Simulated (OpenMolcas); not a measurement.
**PB⁺: electronic states by CASSCF, CASPT2 and spin–orbit RASSI, part 1 of 2**

Aim: the low electronic states of PB⁺, first without spin–orbit coupling and then as Ω levels, at one distance and along the bond.

Program: OpenMolcas 26.06. Level of theory: SA-CASSCF(7,8), XMS-CASPT2, RASSI; ANO-RCC-VTZP. These are calculated values, not measurements.

## 1. The job

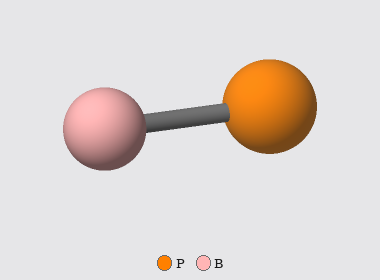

The two atoms at 1.863 Å (phosphorus orange, boron pink).

C2 symmetry about the axis (a holds Σ, Δ, Γ; b holds Π, Φ, H; Σ⁺ and Σ⁻ are not told apart); roots by multiplicity and irrep: 4a 5, 2a 5, 2b 6, 4b 4.

Active shells: P 3s 3p, B 2s 2p.

The input, m.inp:

```
&GATEWAY
Coord
2
angstrom
P 0.0 0.0 0.0
B 0.0 0.0 1.8630
Basis=ANO-RCC-VTZP
Group=XY
RX2C
AMFI
ANGMom
0.0 0.0 0.0
RICD
&SEWARD
&GUESSORB
&RASSCF
FileOrb=$CurrDir/o41.orb
Symmetry=1
Spin=4
nActEl=7 0 0
Inactive=4 2
RAS2=4 4
CIRoot=5 5 1
Linear
Iterations=120 100
OrbListing=Nothing
PRWF=0.15
>>COPY $Project.RasOrb $CurrDir/o41.orb
>>COPY $Project.rasscf.h5 $CurrDir/r41.h5
&CASPT2
XMultistate=all
Imaginary=0.2
IPEA=0.25
MaxIter=40
>>COPY $Project.JobMix JOB001
&RASSCF
FileOrb=$CurrDir/o21.orb
Symmetry=1
Spin=2
nActEl=7 0 0
Inactive=4 2
RAS2=4 4
CIRoot=5 5 1
Linear
Iterations=120 100
OrbListing=Nothing
PRWF=0.15
>>COPY $Project.RasOrb $CurrDir/o21.orb
>>COPY $Project.rasscf.h5 $CurrDir/r21.h5
&CASPT2
XMultistate=all
Imaginary=0.2
IPEA=0.25
MaxIter=40
>>COPY $Project.JobMix JOB002
&RASSCF
FileOrb=$CurrDir/o22.orb
Symmetry=2
Spin=2
nActEl=7 0 0
Inactive=4 2
RAS2=4 4
CIRoot=6 6 1
Linear
Iterations=120 100
OrbListing=Nothing
PRWF=0.15
>>COPY $Project.RasOrb $CurrDir/o22.orb
>>COPY $Project.rasscf.h5 $CurrDir/r22.h5
&CASPT2
XMultistate=all
Imaginary=0.2
IPEA=0.25
MaxIter=40
>>COPY $Project.JobMix JOB003
&RASSCF
FileOrb=$CurrDir/o42.orb
Symmetry=2
Spin=4
nActEl=7 0 0
Inactive=4 2
RAS2=4 4
CIRoot=4 4 1
Linear
Iterations=120 100
OrbListing=Nothing
PRWF=0.15
>>COPY $Project.RasOrb $CurrDir/o42.orb
>>COPY $Project.rasscf.h5 $CurrDir/r42.h5
&CASPT2
XMultistate=all
Imaginary=0.2
IPEA=0.25
MaxIter=40
>>COPY $Project.JobMix JOB004
&RASSI
Nr of JobIphs=4 5 5 6 4
1 2 3 4 5
1 2 3 4 5
1 2 3 4 5 6
1 2 3 4
SpinOrbit
EJob
Omega
MEES
MESO
Properties=4
'AngMom' 3 'Mltpl  1' 1 'Mltpl  1' 2 'Mltpl  1' 3
Thrs=1.0d-4
>>COPY $Project.rassi.h5 $CurrDir/so.h5
```

Each module block was a call of its own in one work directory; start orbitals came from a preliminary run.

Started as:

```console
$ pymolcas m.inp
```

## 2. The spin-free blocks

Output, in excerpt:

```text
++    Wave function specifications:
      Number of closed shell electrons          12
      Number of electrons in active shells       7
      Number of inactive orbitals                6
      Number of active orbitals                  8
      Number of secondary orbitals              50
      Spin quantum number                      1.5
      State symmetry                             1
++    Orbital specifications:
      Symmetry species                           1   2
                                                 a   b
      Frozen orbitals                            0   0
      Inactive orbitals                          4   2
      Active orbitals                            4   4
      RAS2 orbitals                              4   4
      Secondary orbitals                        26  24
      Number of basis functions                 34  30
      printout of CI-coefficients larger than  0.15 for root  1
      energy=    -365.895822
      conf/sym  1111 2222     Coeff  Weight
            54  022u 00uu   0.92897 0.86298
           102  02u2 00uu  -0.15936 0.02540
      printout of CI-coefficients larger than  0.15 for root  2
      energy=    -365.754933
      conf/sym  1111 2222     Coeff  Weight
            50  022u u0u0   0.36117 0.13045
            53  022u 0u0u   0.36117 0.13045
           102  02u2 00uu   0.77153 0.59527
      printout of CI-coefficients larger than  0.15 for root  3
      energy=    -365.746454
      conf/sym  1111 2222     Coeff  Weight
            50  022u u0u0  -0.63856 0.40775
            51  022u 0uu0   0.26040 0.06781
            52  022u u00u   0.26040 0.06781
            53  022u 0u0u   0.63856 0.40775
      printout of CI-coefficients larger than  0.15 for root  4
      energy=    -365.746454
      conf/sym  1111 2222     Coeff  Weight
            50  022u u0u0  -0.26040 0.06781
            51  022u 0uu0  -0.63856 0.40775
            52  022u u00u  -0.63856 0.40775
            53  022u 0u0u   0.26040 0.06781
      printout of CI-coefficients larger than  0.15 for root  5
      energy=    -365.742455
      conf/sym  1111 2222     Coeff  Weight
            51  022u 0uu0  -0.68239 0.46566
            52  022u u00u   0.68239 0.46566
      Natural orbitals and occupation numbers for root  1
      sym 1:   0.031971   1.978818   1.921413   1.000455
      sym 2:   0.050396   0.050396   0.983276   0.983276
      Natural orbitals and occupation numbers for root  2
      sym 1:   0.032008   1.976793   1.281845   1.575120
      sym 2:   0.206999   0.207000   0.860118   0.860118
      Natural orbitals and occupation numbers for root  3
      sym 1:   0.022414   1.974559   1.945368   0.994165
      sym 2:   0.509294   0.509293   0.522454   0.522454
      Natural orbitals and occupation numbers for root  4
      sym 1:   0.022414   1.974559   1.945368   0.994165
      sym 2:   0.509293   0.509294   0.522454   0.522454
      Natural orbitals and occupation numbers for root  5
      sym 1:   0.022519   1.973508   1.941028   0.993309
      sym 2:   0.509955   0.509954   0.524863   0.524864
      RASSCF energy for state  5                   -365.74245518
::    RASSCF root number  1 Total energy:   -365.89582169
::    RASSCF root number  2 Total energy:   -365.75493253
::    RASSCF root number  3 Total energy:   -365.74645371
::    RASSCF root number  4 Total energy:   -365.74645371
::    RASSCF root number  5 Total energy:   -365.74245518
      Von Neumann Entropy (Root   1) =  1.94088
++    Wave function specifications:
      Number of closed shell electrons           0
      Number of electrons in active shells       7
      Number of inactive orbitals                0
      Number of active orbitals                  8
      Number of secondary orbitals              50
      Spin quantum number                      1.5
      State symmetry                             1
      Number of CSFs                           672
      Number of CASSCF root(s) available         5
      CASPT2 state passed to geometry opt.       5
      A file JOBMIX will be created
      This is a MULTI-STATE CASSCF reference
      Number of CI roots used                    5
      These are:                                 1   2   3   4   5
      Off-diagonal elements of Heff are computed
  FINAL CASPT2 RESULT:
      Reference energy:        -365.8958216853
      E2 (Non-variational):      -0.1038602935
      Shift correction:          -0.0016017381
      E2 (Variational):          -0.1054620315
      Total energy:            -366.0012837169
      Reference weight:           0.94756
  FINAL CASPT2 RESULT:
      Reference energy:        -365.7549325286
      E2 (Non-variational):      -0.0989081730
      Shift correction:          -0.0016088149
      E2 (Variational):          -0.1005169879
      Total energy:            -365.8554495165
      Reference weight:           0.94855
  FINAL CASPT2 RESULT:
      Reference energy:        -365.7464537102
      E2 (Non-variational):      -0.0977343585
      Shift correction:          -0.0011768243
      E2 (Variational):          -0.0989111828
      Total energy:            -365.8453648929
      Reference weight:           0.95421
  FINAL CASPT2 RESULT:
      Reference energy:        -365.7464537102
      E2 (Non-variational):      -0.0977598357
      Shift correction:          -0.0011801029
      E2 (Variational):          -0.0989399386
      Total energy:            -365.8453936488
      Reference weight:           0.95416
  FINAL CASPT2 RESULT:
      Reference energy:        -365.7424551795
      E2 (Non-variational):      -0.0973712105
      Shift correction:          -0.0011580130
      E2 (Variational):          -0.0985292235
      Total energy:            -365.8409844030
      Reference weight:           0.95462
       Total XMS-CASPT2 energies:
::    XMS-CASPT2 Root  1     Total energy:   -366.00177937
::    XMS-CASPT2 Root  2     Total energy:   -365.85495387
::    XMS-CASPT2 Root  3     Total energy:   -365.84539535
::    XMS-CASPT2 Root  4     Total energy:   -365.84536319
::    XMS-CASPT2 Root  5     Total energy:   -365.84098440
++    Wave function specifications:
      Number of closed shell electrons          12
      Number of electrons in active shells       7
      Number of inactive orbitals                6
      Number of active orbitals                  8
      Number of secondary orbitals              50
      Spin quantum number                      0.5
      State symmetry                             1
      printout of CI-coefficients larger than  0.15 for root  1
      energy=    -365.872699
      conf/sym  1111 2222     Coeff  Weight
           144  022u 00du  -0.82729 0.68440
           147  022u 00ud   0.47763 0.22813
      printout of CI-coefficients larger than  0.15 for root  2
      energy=    -365.858108
      conf/sym  1111 2222     Coeff  Weight
           141  022u 0020  -0.52592 0.27660
           144  022u 00du   0.29758 0.08855
           147  022u 00ud   0.51542 0.26566
           148  022u 0002   0.52592 0.27660
      printout of CI-coefficients larger than  0.15 for root  3
      energy=    -365.858108
      conf/sym  1111 2222     Coeff  Weight
           141  022u 0020   0.42084 0.17711
           144  022u 00du   0.37188 0.13830
           147  022u 00ud   0.64412 0.41490
           148  022u 0002  -0.42084 0.17711
      printout of CI-coefficients larger than  0.15 for root  4
      energy=    -365.843868
      conf/sym  1111 2222     Coeff  Weight
           141  022u 0020   0.66109 0.43704
           148  022u 0002   0.66109 0.43704
      printout of CI-coefficients larger than  0.15 for root  5
      energy=    -365.732090
      conf/sym  1111 2222     Coeff  Weight
           138  022u 0du0   0.18475 0.03413
           140  022u 0ud0   0.64075 0.41056
           142  022u d00u  -0.18475 0.03413
           145  022u u00d  -0.64075 0.41056
           272  02u2 00du   0.15338 0.02353
      Natural orbitals and occupation numbers for root  1
      sym 1:   0.035105   1.980110   1.938015   0.998043
      sym 2:   0.039625   0.039625   0.984739   0.984739
      Natural orbitals and occupation numbers for root  2
      sym 1:   0.029279   1.981292   1.936550   0.999123
      sym 2:   0.057919   0.057919   0.968959   0.968959
      Natural orbitals and occupation numbers for root  3
      sym 1:   0.029279   1.981292   1.936551   0.999123
      sym 2:   0.057919   0.057919   0.968959   0.968959
      Natural orbitals and occupation numbers for root  4
      sym 1:   0.030309   1.960706   1.912622   0.999163
      sym 2:   0.062832   0.062832   0.985768   0.985768
      Natural orbitals and occupation numbers for root  5
      sym 1:   0.031725   1.967681   1.908327   1.031264
      sym 2:   0.477368   0.477371   0.553133   0.553131
      RASSCF energy for state  5                   -365.73208964
::    RASSCF root number  1 Total energy:   -365.87269941
::    RASSCF root number  2 Total energy:   -365.85810811
::    RASSCF root number  3 Total energy:   -365.85810811
::    RASSCF root number  4 Total energy:   -365.84386832
::    RASSCF root number  5 Total energy:   -365.73208964
      Von Neumann Entropy (Root   1) =  1.89185
++    Wave function specifications:
      Number of closed shell electrons           0
      Number of electrons in active shells       7
      Number of inactive orbitals                0
      Number of active orbitals                  8
      Number of secondary orbitals              50
      Spin quantum number                      0.5
      State symmetry                             1
      Number of CSFs                          1176
      Number of CASSCF root(s) available         5
      CASPT2 state passed to geometry opt.       5
      A file JOBMIX will be created
      This is a MULTI-STATE CASSCF reference
      Number of CI roots used                    5
      These are:                                 1   2   3   4   5
      Off-diagonal elements of Heff are computed
  FINAL CASPT2 RESULT:
      Reference energy:        -365.8726994110
      E2 (Non-variational):      -0.1025597495
      Shift correction:          -0.0013683642
      E2 (Variational):          -0.1039281138
      Total energy:            -365.9766275248
      Reference weight:           0.95028
  FINAL CASPT2 RESULT:
      Reference energy:        -365.8581081140
      E2 (Non-variational):      -0.1051179949
      Shift correction:          -0.0013383824
      E2 (Variational):          -0.1064563773
      Total energy:            -365.9645644913
      Reference weight:           0.94897
  FINAL CASPT2 RESULT:
      Reference energy:        -365.8581081137
      E2 (Non-variational):      -0.1051446423
      Shift correction:          -0.0013380703
      E2 (Variational):          -0.1064827127
      Total energy:            -365.9645908264
      Reference weight:           0.94896
  FINAL CASPT2 RESULT:
      Reference energy:        -365.8438683212
      E2 (Non-variational):      -0.0998842817
      Shift correction:          -0.0012717135
      E2 (Variational):          -0.1011559953
      Total energy:            -365.9450243165
      Reference weight:           0.95236
  FINAL CASPT2 RESULT:
      Reference energy:        -365.7320896403
      E2 (Non-variational):      -0.1066196654
      Shift correction:          -0.0022469150
      E2 (Variational):          -0.1088665805
      Total energy:            -365.8409562208
      Reference weight:           0.94246
       Total XMS-CASPT2 energies:
::    XMS-CASPT2 Root  1     Total energy:   -365.97607397
::    XMS-CASPT2 Root  2     Total energy:   -365.96462222
::    XMS-CASPT2 Root  3     Total energy:   -365.96453310
::    XMS-CASPT2 Root  4     Total energy:   -365.94502432
::    XMS-CASPT2 Root  5     Total energy:   -365.84150977
++    Wave function specifications:
      Number of closed shell electrons          12
      Number of electrons in active shells       7
      Number of inactive orbitals                6
      Number of active orbitals                  8
      Number of secondary orbitals              50
      Spin quantum number                      0.5
      State symmetry                             2
      printout of CI-coefficients larger than  0.15 for root  1
      energy=    -365.861157
      conf/sym  1111 2222     Coeff  Weight
           178  0220 002u   0.70031 0.49043
           184  0220 00u2   0.53207 0.28310
      printout of CI-coefficients larger than  0.15 for root  2
      energy=    -365.861157
      conf/sym  1111 2222     Coeff  Weight
           178  0220 002u   0.53207 0.28310
           184  0220 00u2  -0.70031 0.49043
      printout of CI-coefficients larger than  0.15 for root  3
      energy=    -365.788845
      conf/sym  1111 2222     Coeff  Weight
            37  0222 u000   0.21922 0.04806
            39  0222 00u0  -0.82899 0.68723
            40  0222 000u   0.31570 0.09967
      printout of CI-coefficients larger than  0.15 for root  4
      energy=    -365.788845
      conf/sym  1111 2222     Coeff  Weight
            38  0222 0u00  -0.21922 0.04806
            39  0222 00u0   0.31570 0.09967
            40  0222 000u   0.82899 0.68723
      printout of CI-coefficients larger than  0.15 for root  5
      energy=    -365.762433
      conf/sym  1111 2222     Coeff  Weight
           172  0220 0u20  -0.30152 0.09091
           177  0220 0udu  -0.35657 0.12714
           180  0220 u0ud   0.31000 0.09610
           182  0220 u002   0.35200 0.12390
           653  02uu 002d   0.38642 0.14932
           656  02uu 00d2   0.44908 0.20167
      printout of CI-coefficients larger than  0.15 for root  6
      energy=    -365.762433
      conf/sym  1111 2222     Coeff  Weight
           172  0220 0u20   0.35200 0.12390
           177  0220 0udu  -0.31060 0.09647
           180  0220 u0ud  -0.36557 0.13364
           182  0220 u002   0.30152 0.09091
           653  02uu 002d  -0.44908 0.20167
           656  02uu 00d2   0.38642 0.14932
      Natural orbitals and occupation numbers for root  1
      sym 1:   0.019819   1.977376   1.824584   0.165441
      sym 2:   0.148931   0.058893   1.840540   0.964417
      Natural orbitals and occupation numbers for root  2
      sym 1:   0.019819   1.977376   1.824584   0.165441
      sym 2:   0.058893   0.148931   0.964417   1.840540
      Natural orbitals and occupation numbers for root  3
      sym 1:   0.029047   1.971722   1.931443   1.784056
      sym 2:   0.085829   0.059828   1.005377   0.132699
      Natural orbitals and occupation numbers for root  4
      sym 1:   0.029047   1.971722   1.931443   1.784056
      sym 2:   0.059828   0.085829   0.132699   1.005377
      Natural orbitals and occupation numbers for root  5
      sym 1:   0.025203   1.962919   1.464150   0.536406
      sym 2:   0.277021   0.381919   0.743716   1.608666
      Natural orbitals and occupation numbers for root  6
      sym 1:   0.025203   1.962919   1.464150   0.536405
      sym 2:   0.381919   0.277022   1.608666   0.743716
      RASSCF energy for state  6                   -365.76243338
::    RASSCF root number  1 Total energy:   -365.86115680
::    RASSCF root number  2 Total energy:   -365.86115680
::    RASSCF root number  3 Total energy:   -365.78884534
::    RASSCF root number  4 Total energy:   -365.78884534
::    RASSCF root number  5 Total energy:   -365.76243338
::    RASSCF root number  6 Total energy:   -365.76243338
      Von Neumann Entropy (Root   1) =  1.54697
++    Wave function specifications:
      Number of closed shell electrons           0
      Number of electrons in active shells       7
      Number of inactive orbitals                0
      Number of active orbitals                  8
      Number of secondary orbitals              50
      Spin quantum number                      0.5
      State symmetry                             2
      Number of CSFs                          1176
[... the kept output breaks off here ...]
```

Spin-free states (degenerate pairs once); dipoles are positive if B is the positive end, about the centre of mass.

```json
{"state": "(1)4Σ", "CASSCF root of the same rank (eV)": "0.00", "XMS-CASPT2 (eV)": "0.000", "μ of the rotated CASSCF state (D)": "1.29"}
{"state": "(1)2Σ", "CASSCF root of the same rank (eV)": "0.63", "XMS-CASPT2 (eV)": "0.699", "μ of the rotated CASSCF state (D)": "2.04"}
{"state": "(1)2Π", "CASSCF root of the same rank (eV)": "0.94", "XMS-CASPT2 (eV)": "0.897", "μ of the rotated CASSCF state (D)": "1.77"}
{"state": "(1)2Δ", "CASSCF root of the same rank (eV)": "1.03", "XMS-CASPT2 (eV)": "1.011", "μ of the rotated CASSCF state (D)": "1.23"}
{"state": "(2)2Σ", "CASSCF root of the same rank (eV)": "1.41", "XMS-CASPT2 (eV)": "1.544", "μ of the rotated CASSCF state (D)": "1.06"}
{"state": "(2)2Π", "CASSCF root of the same rank (eV)": "2.91", "XMS-CASPT2 (eV)": "2.739", "μ of the rotated CASSCF state (D)": "-1.26"}
{"state": "(1)4Π", "CASSCF root of the same rank (eV)": "2.63", "XMS-CASPT2 (eV)": "2.838", "μ of the rotated CASSCF state (D)": "0.56"}
{"state": "(3)2Π", "CASSCF root of the same rank (eV)": "3.63", "XMS-CASPT2 (eV)": "3.617", "μ of the rotated CASSCF state (D)": "0.85"}
{"state": "(2)4Π", "CASSCF root of the same rank (eV)": "3.99", "XMS-CASPT2 (eV)": "3.918", "μ of the rotated CASSCF state (D)": "1.74"}
{"state": "(2)4Σ", "CASSCF root of the same rank (eV)": "3.83", "XMS-CASPT2 (eV)": "3.995", "μ of the rotated CASSCF state (D)": "-1.46"}
{"state": "(1)4Δ", "CASSCF root of the same rank (eV)": "4.06", "XMS-CASPT2 (eV)": "4.255", "μ of the rotated CASSCF state (D)": "-0.13"}
{"state": "(3)2Σ", "CASSCF root of the same rank (eV)": "4.46", "XMS-CASPT2 (eV)": "4.361", "μ of the rotated CASSCF state (D)": "0.12"}
{"state": "(3)4Σ", "CASSCF root of the same rank (eV)": "4.17", "XMS-CASPT2 (eV)": "4.375", "μ of the rotated CASSCF state (D)": "-0.14"}
```

XMS-CASPT2 splits the two components of a degenerate state by up to 20 cm⁻¹ here, an artefact of the lowered symmetry; the lower one is listed, and the split carries into the Ω levels (unreadable Ω is marked ?).

State-averaged natural occupations by block (full and empty orbitals left out): 4a: 0.03 1.97 1.80 1.12 0.36 0.36 0.68 0.68; 2a: 0.03 1.97 1.93 1.01 0.14 0.14 0.89 0.89; 2b: 0.03 1.97 1.72 0.85 0.18 0.18 1.03 1.03; 4b: 0.03 1.96 1.43 0.57 0.30 0.30 1.20 1.20. Reference weights run from 0.942 to 0.955.

(Continued in part 2 of 2.)
